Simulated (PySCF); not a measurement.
Consider C₁₁H₁₇OPS.

Input file:

```
{"job": {"kind": "nmr", "xc": "PBE0", "basis": "pcSseg-1"}, "charge": 0, "multiplicity": 1}
C     -3.311575     1.918859     0.526433
C     -3.049951     0.516720     0.001458
C     -1.965429     0.430067    -1.072112
O     -1.935028    -0.823090    -1.684974
C     -0.559108     0.842091    -0.598750
P      0.138459    -0.103688     0.813867
C     -0.305902     0.781725     2.342252
S     -0.376564    -2.004876     0.873396
C      1.937703     0.162265     0.661221
C      2.472029     1.457069     0.635705
C      3.845838     1.641467     0.507000
C      4.690157     0.534916     0.403365
C      4.160208    -0.753670     0.426832
C      2.784715    -0.942129     0.554952
H     -2.432781     2.353134     1.029240
H     -4.135239     1.924332     1.255789
H     -3.590723     2.604285    -0.290281
H     -2.797829    -0.178920     0.821216
H     -3.964912     0.110326    -0.457745
H     -2.231135     1.149194    -1.868887
H     -1.606596    -1.459262    -1.024078
H     -0.510531     1.913108    -0.341850
H      0.135363     0.669392    -1.435036
H     -1.391551     0.720741     2.492929
H      0.010013     1.834597     2.309286
H      0.198210     0.268530     3.172824
H      1.820115     2.331749     0.713474
H      4.260133     2.652169     0.487161
H      5.768235     0.680999     0.302365
H      4.820679    -1.619918     0.344042
H      2.343811    -1.943363     0.573497
```

Command:

```sh
OMP_NUM_THREADS=1 python probes_run.py task.json out
```

Geometry: PBE0-D3(BJ)/def2-SVP.

Computed with PBE0/pcSseg-1, SCF density, gas phase, non-relativistic (PySCF 2.14.0).

What can the converged electron density and electron localisation function tell about the bonding?

Answer. C–C (1.39 Å): the density is about 2.1 e/Å³ at the midpoint; the ELF peaks at about 0.95 between the atoms; localised, covalent bonding.
C–P (1.83 Å): ρ is about 1.2 e/Å³ halfway; the ELF peaks at about 0.95 between the atoms, as expected for a covalent bond.
P–S (1.97 Å): ρ at the midpoint is about 1.1 e/Å³; the ELF peaks at about 0.90 between the atoms; localised, covalent bonding.

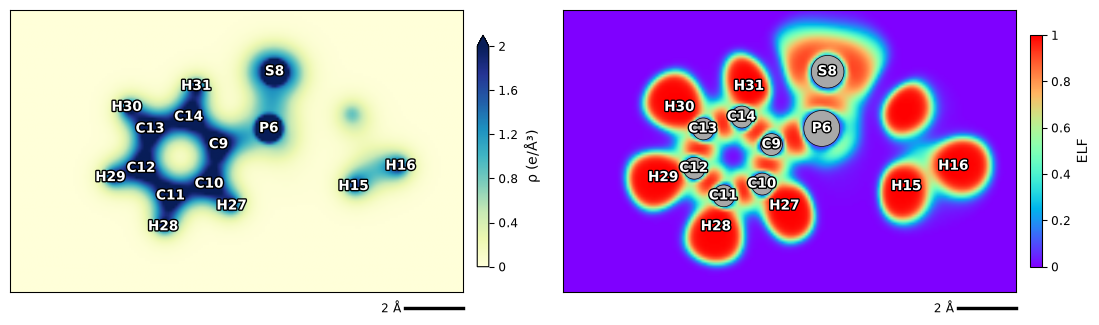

Computed electron density and electron localisation function on the plane of atoms C10, C11 and C12, in this order. Grey discs cover the atomic cores in the ELF map. 
